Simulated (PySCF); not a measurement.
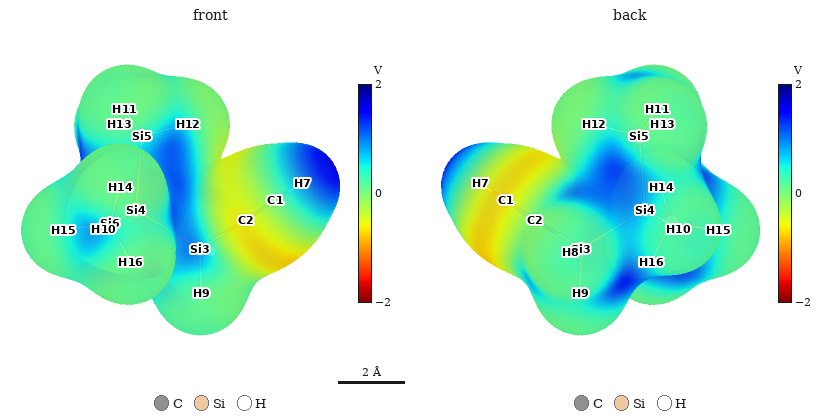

Figure 1: C$_{2}$H$_{10}$Si$_{4}$. The electrostatic potential painted on the density surface at 0.002 e/bohr³, seen from the front and from behind; red is negative and blue positive.

Geometry: GFN2-xTB.

These are results of CAM-B3LYP/def2-SVPD, SCF density, gas phase (PySCF), not measurements.

```xyz
16

C     3.0596    0.0725    1.3779
C     2.4601   -0.1384    0.3573
Si    1.5043   -0.4363   -1.1987
Si   -0.7508    0.0017   -0.7684
Si   -1.0765    2.0852    0.2154
Si   -1.7971   -1.7457    0.3568
H     3.5941    0.2525    2.2667
H     2.1306    0.4298   -2.2084
H     1.8017   -1.8257   -1.5782
H    -1.3690    0.0620   -2.1183
H    -2.0129    2.0179    1.3413
H     0.1810    2.6238    0.7383
H    -1.6173    3.0933   -0.6989
H    -1.9789   -1.4260    1.7752
H    -3.1230   -2.0750   -0.1710
H    -1.0136   -2.9827    0.3016
```

### Describe the electrostatic potential map.

The most negative region (about −0.7 V, or −16 kcal/mol for a unit charge) lies over C1 and C2, the most positive (about +1.6 V, or +37 kcal/mol for a unit charge) over H7.

### What dipole moment does the calculation give?

Its dipole moment is 0.24 D.
